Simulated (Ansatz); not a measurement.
**CuBiSeO (P4/nmm): the r2SCAN gap against the k mesh of the density**

Aim: see how gap, energy and time of CuBiSeO (P4/nmm) follow the k mesh of the density.

Main program and level: Ansatz 0.2.0; DFT, r2SCAN, plane waves, PAW; PAW set soft_1.

## (1) Set-up

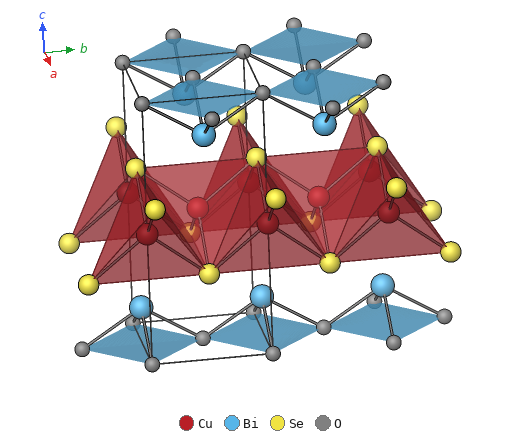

The cell as given, slightly off an axis (copper red, bismuth blue, selenium yellow, oxygen grey). 1×2×1 cells are drawn. Some periodic images of atoms are drawn too.

Structure file:

```cif
data_structure
_symmetry_space_group_name_H-M 'P4/nmm:1'
_symmetry_Int_Tables_number 129
_cell_length_a 3.9221
_cell_length_b 3.9221
_cell_length_c 8.9133
_cell_angle_alpha 90.000
_cell_angle_beta 90.000
_cell_angle_gamma 90.000
_cell_volume 137.11
loop_
_atom_site_label
_atom_site_type_symbol
_atom_site_symmetry_multiplicity
_atom_site_Wyckoff_symbol
_atom_site_fract_x
_atom_site_fract_y
_atom_site_fract_z
_atom_site_occupancy
Cu1 Cu 2 b 0.00000 0.00000 0.50000 1
Bi1 Bi 2 c 0.00000 0.50000 0.86006 1
Se1 Se 2 c 0.50000 0.00000 0.67313 1
O1 O 2 a 0.50000 0.50000 0.00000 1
```

Geometry: measured lattice cell, ions relaxed with r2SCAN; the structure entry is the Materials Project's. The runs that relaxed it are not among those shown. Spin-orbit coupling is left out unless a step names it.

## (2) k mesh of the density: 2×2×2

input.yaml reads:

```yaml
crystal:
  lattice:
    - [3.9221, 0.0, 0.0]
    - [0.0, 3.9221, 0.0]
    - [0.0, 0.0, 8.9133]
  atoms:
    - { symbol: Cu, position: [0.0, 0.0, 0.5] }
    - { symbol: Cu, position: [0.5, 0.5, 0.5] }
    - { symbol: Bi, position: [0.0, 0.5, 0.8600640231] }
    - { symbol: Bi, position: [0.5, 0.0, 0.1399359769] }
    - { symbol: Se, position: [0.5, 0.0, 0.6731283809] }
    - { symbol: Se, position: [0.0, 0.5, 0.3268716191] }
    - { symbol: O, position: [0.5, 0.5, 0.0] }
    - { symbol: O, position: [0.0, 0.0, 0.0] }
kpoints:
  mp_grid: { grid: [2, 2, 2] }
  band_path:
    path:
      - [0.0, 0.0, 0.0]
      - [0.0, 0.5, 0.0]
      - [0.5, 0.5, 0.0]
      - [0.0, 0.0, 0.5]
      - [0.0, 0.5, 0.5]
      - [0.5, 0.5, 0.5]
      - [0.1666666667, 0.1666666667, 0.0]
    npoints: 1
hamiltonian:
  xc: r2scan
  pseudopotentials: { kind: paw, azcp: { folder: soft_1 } }
scf:
  occupations: { method: fixed }
  n_extra_bands: 6
output:
  eigenvalues: true
  forces: true
  stress: true
```

On the command line:

```console
$ ansatz run input.yaml --threads 3 --pin off --max-ram 92160MiB --backend cuda --events-out ev --progress --plain --runs-dir out --devices 1 --max-vram 13GiB
```

Numbers of over 12 decimals in the logs are rounded to 6 here.

The log of the run:

```text
scf.n_extra_bands = 6 over 56 filled bands (N_el = 112.0): the run solves 62 bands
GPUs: using 1 of 1 available (devices: 1).
Engine: ansatz 0.2.0, x86_64-unknown-linux-gnu
Pseudopotentials: kind: paw
Pseudopotential: Cu, paw, valence charge 19, recommended cutoff 500 eV (meta_gga), soft_1/Cu.paw.azcp
Pseudopotential: Bi, paw, valence charge 15, recommended cutoff 500 eV (meta_gga), soft_1/Bi.paw.azcp
Pseudopotential: Se, paw, valence charge 16, recommended cutoff 500 eV (meta_gga), soft_1/Se.paw.azcp
Pseudopotential: O, paw, valence charge 6, recommended cutoff 500 eV (meta_gga), soft_1/O.paw.azcp
Functional definition: r2SCAN
  parameter k0 = 0.174
  parameter k1 = 0.065
  parameter a1 = 4.9479
  exchange = r2scan_x(k0 = k0, k1 = k1, a1 = a1)
  correlation = r2scan_c
device memory: the entry about to start is reckoned to put 4.0 GiB on a device that reports 61.2 GiB free (of which the cap on the GPU budget leaves the run 13.0 GiB)
GPU FFT provider: cuFFT
GPU libraries: cuBLAS 13.8.2, cuFFT 12.4.0, cuSOLVER 12.3.4
Crystal: 8 atoms, lattice volume = 137.112 Å³
Basis set: ecut = 500 eV, 3465 PW (Γ), exchange–correlation on 120×120×288 points (64 copies of the dense FFT grid, shifted against one another)
Bands: 62, of which v1, the nominal top of the filled ones, is band 56 counted from 1 (55 counted from 0)
Symmetry: 16 space group operations
Space group: P4/nmm (ITA 129), of the structure as read, at distance tolerance 5.2e-5 Å
k-points: 6 of 8
Non-local potential: Cu, projectors of the file, l = 0: 3, l = 1: 2, l = 2: 3, l = 3: 1
Non-local potential: Bi, projectors of the file, l = 0: 2, l = 1: 2, l = 2: 2, l = 3: 1
Non-local potential: Se, projectors of the file, l = 0: 2, l = 1: 2, l = 2: 3, l = 3: 1
Non-local potential: O, projectors of the file, l = 0: 2, l = 1: 2, l = 2: 1
PAW form: soft (Blöchl's): semilocal exchange-correlation on the pseudo side does not see the compensation charge
PAW frozen core: Cu, regenerated for the run's functional (the file was generated under x = pbe(κ = 0.804, μ = 0.219515), c = pbe(β = 0.066725))
PAW frozen core: Bi, regenerated for the run's functional (the file was generated under x = pbe(κ = 0.804, μ = 0.219515), c = pbe(β = 0.066725))
PAW frozen core: Se, regenerated for the run's functional (the file was generated under x = pbe(κ = 0.804, μ = 0.219515), c = pbe(β = 0.066725))
PAW frozen core: O, regenerated for the run's functional (the file was generated under x = pbe(κ = 0.804, μ = 0.219515), c = pbe(β = 0.066725))
PAW one-centre angular grid: Cu, 590 points (default); XC on 160 Gauss nodes
PAW one-centre angular grid: Bi, 590 points (default); XC on 160 Gauss nodes
PAW one-centre angular grid: Se, 590 points (default); XC on 160 Gauss nodes
PAW one-centre angular grid: O, 302 points (default); XC on 160 Gauss nodes
Initial density: superposition of atomic densities (chi_scale 0.1, normalization cell, long waves 63 % of neutral atoms (reshape's long-wave potential 1.63 eV rms, cloud 2.68 Å wide))
Initial wavefunctions: pseudopotential atomic-orbital guess
GPU buffer pool allocated for 64800 grid points (all kernels)
GPU transforms: local potential and band sums: pruned to the plane-wave sphere, on 30×30×72
Functional: x = r2scan, c = r2scan; τ floored in thin density (d = 2e-4 eV/Å³)
SCF iter   1: F=—  HF=-50189.477309 eV  |F-HF|=—  |Δ(HF+E_count)|=         —  Δρ=9.94e-2  dr2=4.70e1  dr2_τ=9.55e-2  ethr=3.10e-3  ⟨swp⟩=4.8  Hψ=1158  notcnv=0  defer=19
preconditioner: auto → Resta (q_TF=auto, 2.638 Å⁻¹)  ε∞=5.0  [insulator: Δε(μ)=0.155 eV  Ē_g=13.815 eV  n_scr=38 (ndim 8)  ℏωp=27.6 eV  f_vac=0.000  ε∞_Penn≈5.0]
SCF iter   2: F=—  HF=-50183.321407 eV  |F-HF|=—  |Δ(HF+E_count)|=    6.16e0  Δρ=7.18e-2  dr2=5.69e0  dr2_τ=4.36e-1  ethr=3.10e-3  ⟨swp⟩=3.0  Hψ=854  notcnv=0  defer=20
SCF iter   3: F=—  HF=-50182.600720 eV  |F-HF|=—  |Δ(HF+E_count)|=   7.21e-1  Δρ=3.32e-2  dr2=3.04e0  dr2_τ=5.46e-2  ethr=3.10e-3  ⟨swp⟩=2.0  Hψ=807  notcnv=0  defer=15
SCF iter   4: F=—  HF=-50182.289133 eV  |F-HF|=—  |Δ(HF+E_count)|=   3.12e-1  Δρ=2.72e-2  dr2=5.76e-1  dr2_τ=2.69e-2  ethr=2.71e-3  ⟨swp⟩=2.0  Hψ=523  notcnv=0  defer=24
SCF iter   5: F=—  HF=-50182.278873 eV  |F-HF|=—  |Δ(HF+E_count)|=   1.03e-2  Δρ=8.31e-3  dr2=7.35e-2  dr2_τ=2.67e-3  ethr=5.15e-4  ⟨swp⟩=2.0  Hψ=543  notcnv=0  defer=24
SCF iter   6: F=—  HF=-50182.286211 eV  |F-HF|=—  |Δ(HF+E_count)|=   7.34e-3  Δρ=2.10e-3  dr2=3.61e-3  dr2_τ=3.03e-4  ethr=6.56e-5  ⟨swp⟩=2.5  Hψ=533  notcnv=0  defer=24
SCF iter   7: F=—  HF=-50182.288092 eV  |F-HF|=—  |Δ(HF+E_count)|=   1.88e-3  Δρ=1.18e-3  dr2=1.15e-3  dr2_τ=2.82e-5  ethr=3.23e-6  ⟨swp⟩=2.0  Hψ=456  notcnv=0  defer=24
SCF iter   8: F=—  HF=-50182.288940 eV  |F-HF|=—  |Δ(HF+E_count)|=   8.48e-4  Δρ=2.95e-4  dr2=1.09e-4  dr2_τ=5.24e-6  ethr=1.02e-6  ⟨swp⟩=2.0  Hψ=661  notcnv=0  defer=24
SCF iter   9: F=—  HF=-50182.288530 eV  |F-HF|=—  |Δ(HF+E_count)|=   4.11e-4  Δρ=1.54e-4  dr2=2.22e-5  dr2_τ=6.77e-7  ethr=9.74e-8  ⟨swp⟩=2.0  Hψ=623  notcnv=0  defer=11
SCF iter  10: F=—  HF=-50182.289039 eV  |F-HF|=—  |Δ(HF+E_count)|=   5.09e-4  Δρ=2.79e-5  dr2=1.12e-6  dr2_τ=3.87e-8  ethr=1.98e-8  ⟨swp⟩=2.0  Hψ=469  notcnv=0  defer=11
SCF iter  11: F=—  HF=-50182.289039 eV  |F-HF|=—  |Δ(HF+E_count)|=   5.22e-7  Δρ=1.20e-5  dr2=1.51e-7  dr2_τ=6.41e-9  ethr=1.00e-9  ⟨swp⟩=2.0  Hψ=677  notcnv=0  defer=11
SCF iter  12: F=—  HF=-50182.289040 eV  |F-HF|=—  |Δ(HF+E_count)|=   3.36e-8  Δρ=1.21e-5  dr2=1.73e-7  dr2_τ=1.10e-8  ethr=8.93e-11  ⟨swp⟩=11.2  Hψ=2022  notcnv=0
SCF iter  13: F=-50182.289039 eV  HF=-50182.289039 eV  |F-HF|=1.64e-9  |Δ(HF+E_count)|=   3.47e-8  Δρ=1.76e-6  dr2=5.13e-9  dr2_τ=6.80e-11  ethr=8.93e-11  ⟨swp⟩=2.8  Hψ=1270  notcnv=0
SCF 1 converged in 13 iterations: F = -50182.289039 eV  dr2 = 5.13e-9
[...]
device memory: the entry about to start is reckoned to put 2.3 GiB on a device that reports 57.7 GiB free (of which the cap on the GPU budget leaves the run 13.0 GiB)
NSCF: frozen V_eff on 7 k-points
SCF converged after 13 iterations
Free energy (F): -50182.289039 eV
Harris-Foulkes:  -50182.289039 eV  (|F-HF|=1.64e-9)
Internal energy: -50182.289039 eV  (E = F + TS)
E sigma→0 (E₀):  -50182.289039 eV
Fermi energy:    12.211949 eV
--- Per-component energies (eV) ---
  E_band       = -1730.560538
  E_kinetic    = 1584.783044
  E_local      = -20711.860050  (includes V_loc(G=0)·N_el)
  E_nonlocal   = 2031.820389
  E_hartree    = 9430.635667
  E_xc         = -713.647207
  E_vxc        = -866.215558  (∫ρ·V_xc dr)
  E_paw        = -29659.804984  (= ΣΔE_a)
  E_vpaw       = -2681.880317  (= ΣTr[D̂ρ^β])
  E_aug_tail   = 0.001685  (compensation charges beyond the density's cutoff)
  E_vtau       = 51.526106  (kinetic-family band-sum trace: ∫τ·v_τ [+ j·A + Jᵃ·Aᵃ] dr)
  E_ewald      = -12141.772690
  E_core_change = -2.444892  (= ΣΔE_core)
  E_smearing   = -0.000000  (= −TS)
  E_closure    = -0.000000  (closes the sum)
  Σ components = -50182.289039   (vs F -50182.289039, Δ=0.00e0)
--- Forces (eV/Å), atoms counted from 1 ---
  atom   1  Cu    -0.00000000    -0.00000000    -0.00000000
  atom   2  Cu    -0.00000000    -0.00000000     0.00000000
  atom   3  Bi     0.00000000     0.00000000     0.00943225
  atom   4  Bi     0.00000000     0.00000000    -0.00943225
  atom   5  Se     0.00000000     0.00000000     0.40554713
  atom   6  Se     0.00000000    -0.00000000    -0.40554713
  atom   7  O     -0.00000000     0.00000000     0.00000000
  atom   8  O     -0.00000000     0.00000000     0.00000000
  max |Σ_I F_I| component: 1.11e-16 eV/Å
--- Stress (GPa, compression-positive) ---
        2.027582       0.000000       0.000000
        0.000000       2.027582       0.000000
        0.000000       0.000000       0.799436
  P = ⅓ Tr σ = 1.6182 GPa (16.182 kbar)
--- Band table (eV; the first three rows and the last of 6) ---
  k-point 0: bands = [... 52 lower, 11.0243, 11.4779, 11.8738, 11.8738, 12.7829, 13.4529, 15.7374, 15.7374, ... 2 higher]
  k-point 1: bands = [... 52 lower, 11.0243, 11.5140, 12.2119, 12.2119, 12.7694, 12.8784, 14.9319, 14.9319, ... 2 higher]
  k-point 2: bands = [... 52 lower, 11.6065, 11.6065, 12.0021, 12.0021, 14.4863, 14.4863, 15.4690, 15.4690, ... 2 higher]
  k-point 5: bands = [... 52 lower, 10.4529, 10.4529, 11.2042, 11.2042, 14.1776, 14.1776, 15.0413, 15.0413, ... 2 higher]
```

It took 15 s on 1 × NVIDIA H100 80GB HBM3 (shared by 6 runs) with 3 threads of AMD EPYC 7R13 (Zen 3), shared host; peak memory 1.1 GiB; 7.3 s of CPU time.

Reading the cycles: dr2 is the Hartree energy of the density residual (eV), the measure of convergence; HF is the Harris–Foulkes estimate of the energy, which meets the free energy F at convergence.

Numbers from this step:

- pressure: 1.618 GPa
- gap: 0.4805 eV
- valence top at: k = (0.167, 0.167, 0.000)
- conduction bottom at: Z
- least direct gap: 0.5574 eV

The gap is indirect, with the least direct gap 0.08 eV higher.

## (3) k mesh of the density: 4×4×2

Changes to input.yaml since step 2:

```diff
@@ -15,3 +15,3 @@
 kpoints:
-  mp_grid: { grid: [2, 2, 2] }
+  mp_grid: { grid: [4, 4, 2] }
   band_path:
```

The log of the run:

```text
[...]
GPUs: using 1 of 1 available (devices: 1).
[...]
GPU FFT provider: cuFFT
GPU libraries: cuBLAS 13.8.2, cuFFT 12.4.0, cuSOLVER 12.3.4
Crystal: 8 atoms, lattice volume = 137.112 Å³
Basis set: ecut = 500 eV, 3465 PW (Γ), exchange–correlation on 120×120×288 points (64 copies of the dense FFT grid, shifted against one another)
[...]
k-point 0: bands = [... 52 lower, 11.0542, 11.4379, 11.8481, 11.8481, 12.8094, 13.4583, 15.7413, 15.7413, ... 2 higher]
  k-point 1: bands = [... 52 lower, 11.0542, 11.4432, 12.1668, 12.1668, 12.7858, 12.9063, 14.9596, 14.9596, ... 2 higher]
  k-point 2: bands = [... 52 lower, 11.3721, 11.5982, 11.8530, 12.0165, 14.0265, 14.4486, 14.5919, 15.3284, ... 2 higher]
  k-point 11: bands = [... 52 lower, 10.4787, 10.4787, 11.2169, 11.2169, 14.1837, 14.1837, 15.0523, 15.0523, ... 2 higher]
[key lines of the parts left out:]
SCF converged after 13 iterations
Free energy (F): -50183.140519 eV
Fermi energy:    12.197885 eV
P = ⅓ Tr σ = 0.7396 GPa (7.396 kbar)
```

It took 12 s on 1 × NVIDIA H100 80GB HBM3 (shared by 6 runs) with 3 threads; peak memory 1.1 GiB; 10 s of CPU time.

Numbers from this step:

| Quantity | Value |
| --- | --- |
| pressure | 0.7396 GPa |
| gap | 0.5348 eV |
| valence top at | k = (0.167, 0.167, 0.000) |
| conduction bottom at | Z |
| least direct gap | 0.6190 eV |

The gap is 0.535 eV, +0.054 eV from the run before at this level.

## (4) k mesh of the density: 6×6×4 (the default)

input.yaml, the sections that differ from step 3:

```yaml
kpoints:
  mp_grid: { grid: [6, 6, 4] }
  band_path:
    path:
      - [[0.0, 0.0, 0.0], [0.0, 0.5, 0.0], [0.5, 0.5, 0.0], [0.0, 0.0, 0.0], [0.0, 0.0, 0.5], [0.0, 0.5, 0.5], [0.5, 0.5, 0.5], [0.0, 0.0, 0.5]]
      - [[0.0, 0.5, 0.0], [0.0, 0.5, 0.5]]
      - [[0.5, 0.5, 0.0], [0.5, 0.5, 0.5]]
    npoints: 10
scf:
  occupations: { method: fermi_dirac, width: 0.02 }
  n_extra_bands: 6
output:
  eigenvalues: true
  forces: true
  stress: true
  write_density: true
  write_potential: true
  elf: true
  volumetric_format: npy
# crystal, hamiltonian: as in step 3
```

The log of the run:

```text
[...]
GPUs: using 1 of 1 available (devices: 1).
[...]
GPU FFT provider: cuFFT
GPU libraries: cuBLAS 13.8.2, cuFFT 12.4.0, cuSOLVER 12.3.4
Crystal: 8 atoms, lattice volume = 137.112 Å³
Basis set: ecut = 500 eV, 3465 PW (Γ), exchange–correlation on 120×120×288 points (64 copies of the dense FFT grid, shifted against one another)
[...]
k-point 0: bands = [... 52 lower, 11.0489, 11.4296, 11.8400, 11.8400, 12.8176, 13.4629, 15.7451, 15.7451, ... 2 higher]
  k-point 1: bands = [... 52 lower, 11.0489, 11.4074, 11.9963, 11.9963, 12.8556, 13.1402, 15.2878, 15.2878, ... 2 higher]
  k-point 2: bands = [... 52 lower, 11.0489, 11.4311, 12.1558, 12.1558, 12.7930, 12.9131, 14.9659, 14.9659, ... 2 higher]
  k-point 29: bands = [... 52 lower, 10.4728, 10.4728, 11.2103, 11.2103, 14.1874, 14.1874, 15.0541, 15.0541, ... 2 higher]
[key lines of the parts left out:]
SCF converged after 13 iterations
Free energy (F): -50183.187139 eV
Fermi energy:    12.529160 eV
P = ⅓ Tr σ = 0.7640 GPa (7.640 kbar)
```

It took 11 s on 1 × NVIDIA H100 80GB HBM3 (shared by 6 runs) with 3 threads; peak memory 1.3 GiB; 12 s of CPU time.

This step gave:

```
pressure             : 0.7640 GPa
gap                  : 0.5509 eV
valence top at       : k = (0.167, 0.167, 0.000)
conduction bottom at : Z
least direct gap     : 0.6372 eV
```

The gap is 0.551 eV, +0.016 eV from the run before at this level.

## (5) k mesh of the density: 8×8×4

input.yaml, the sections that differ from step 4:

```yaml
kpoints:
  mp_grid: { grid: [8, 8, 4] }
  band_path:
    path:
      - [0.0, 0.0, 0.0]
      - [0.0, 0.5, 0.0]
      - [0.5, 0.5, 0.0]
      - [0.0, 0.0, 0.5]
      - [0.0, 0.5, 0.5]
      - [0.5, 0.5, 0.5]
      - [0.1666666667, 0.1666666667, 0.0]
    npoints: 1
scf:
  occupations: { method: fixed }
  n_extra_bands: 6
output:
  eigenvalues: true
  forces: true
  stress: true
# crystal, hamiltonian: as in step 4
```

The log of the run:

```text
[...]
GPUs: using 1 of 1 available (devices: 1).
[...]
GPU FFT provider: cuFFT
GPU libraries: cuBLAS 13.8.2, cuFFT 12.4.0, cuSOLVER 12.3.4
Crystal: 8 atoms, lattice volume = 137.112 Å³
Basis set: ecut = 500 eV, 3465 PW (Γ), exchange–correlation on 120×120×288 points (64 copies of the dense FFT grid, shifted against one another)
[...]
k-point 0: bands = [... 52 lower, 11.0466, 11.4276, 11.8380, 11.8380, 12.8190, 13.4636, 15.7457, 15.7457, ... 2 higher]
  k-point 1: bands = [... 52 lower, 11.0466, 11.4053, 11.9940, 11.9940, 12.8567, 13.1410, 15.2886, 15.2886, ... 2 higher]
  k-point 2: bands = [... 52 lower, 11.0466, 11.4287, 12.1533, 12.1533, 12.7942, 12.9141, 14.9670, 14.9670, ... 2 higher]
  k-point 44: bands = [... 52 lower, 10.4704, 10.4704, 11.2079, 11.2079, 14.1880, 14.1880, 15.0542, 15.0542, ... 2 higher]
[key lines of the parts left out:]
SCF converged after 13 iterations
Free energy (F): -50183.192880 eV
Fermi energy:    12.205654 eV
P = ⅓ Tr σ = 0.7690 GPa (7.690 kbar)
```

Wall time 15 s (1 × NVIDIA H100 80GB HBM3 (shared by 6 runs) with 3 threads); peak memory 1.1 GiB; 10 s of CPU time.

Numbers from this step:

```yaml
pressure: 0.7690 GPa
gap: 0.5543 eV
valence_top_at: k = (0.167, 0.167, 0.000)
conduction_bottom_at: Z
least_direct_gap: 0.6409 eV
```

The gap is 0.554 eV, +0.003 eV from the run before at this level.

## (6) The series

Differences are against the last row; a negative gap means that bands overlap, and a run with a band path holds that path's time. Times are wall times on 1 × NVIDIA H100 80GB HBM3 (shared by 6 runs) with 3 threads of AMD EPYC 7R13 (Zen 3), shared host, good to a factor of about two.

```csv
k mesh of the density,gap (eV),direct gap (eV),gap error (eV),energy error (meV/atom),irreducible k,time
2×2×2,0.480,0.557,−0.074,+113.0,6,15 s
4×4×2,0.535,0.619,−0.019,+6.5,12,12 s
6×6×4,0.551,0.637,−0.003,+0.7,30,11 s
8×8×4,0.554,0.641,+0.000,+0.0,45,15 s
```

## (7) Results

```
2×2×2 : 0.480 eV
4×4×2 : 0.535 eV
6×6×4 : 0.551 eV
8×8×4 : 0.554 eV
```

**Reading.** The gap holds to 0.02 eV from 4×4×2 on. At 2×2×2 the gap is off by −0.074 eV and the energy by +113 meV/atom. The gap is read over the mesh and added points near the edges, so meshes differ mainly through the density and, for a hybrid, the exchange operator. The runs have no spin polarisation. For a closed low-spin shell that is the natural state; where a d or f shell is open it is a constraint, and the gap is then not the crystal's own.

[Paths, hosts, dates, memory and timing lines, banners, echoed tables and standing remarks are left out of the program output.]

[Logs are printed without paths, hosts, clocks, repeated set-up lines and the standing remarks that a program may print on its own settings, such as how far it seeks lower states.]

[Runs of the session that timed out or met a known fault of the program may be left out.]

[Cells called generated may have been cut or substituted from an entry of the Crystallography Open Database or the Materials Project.]

[Hosts, paths, dates, database ids (printed as entryN), source tags and the programs' standing remarks are cut or masked in the printed files.]
